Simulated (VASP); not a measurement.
Band structure of Mo2CN (space group Pmm2). These are PBEsol GGA with spin-orbit coupling, VASP's PBE PAW potentials (set 64) (plane waves; VASP) values and carry that method's errors.

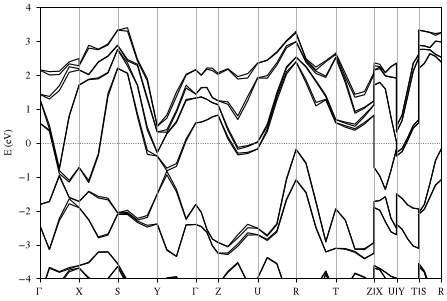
*Bands along high-symmetry lines, zero at the valence-band maximum or, without a gap, the Fermi level*

### Question
Read the plot: is there a gap, and where are the band edges?

### Answer
It has no gap at this level: it comes out as a metal or semimetal.

The structure comes from a computed database's Mo2CN entry (Pmm2); how it stands against other phases isn't given here. It was relaxed first.
